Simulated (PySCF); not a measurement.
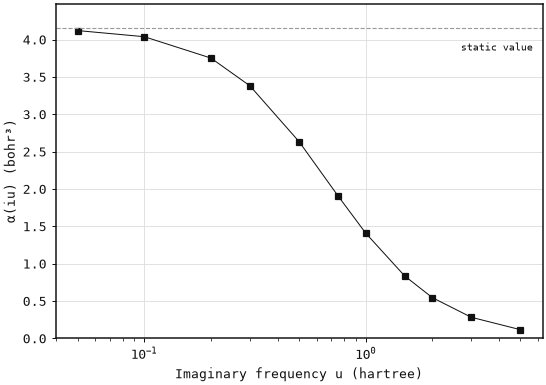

Dipole polarisability at imaginary frequency of C⁺ ([He] 2s 2p²). Coupled response at the PBE0 level; PySCF, aug-cc-pCVQZ-DK, spin-free X2C-1e, unrestricted single determinants, no spin-orbit coupling.

Give the static polarisability, its fall-off and C₆.

The static dipole polarisability is 4.15 bohr³; α(iu) falls to half of it near u = 0.68 hartree. The Casimir–Polder integral gives C₆ = 8.94 hartree bohr⁶ for two such species.
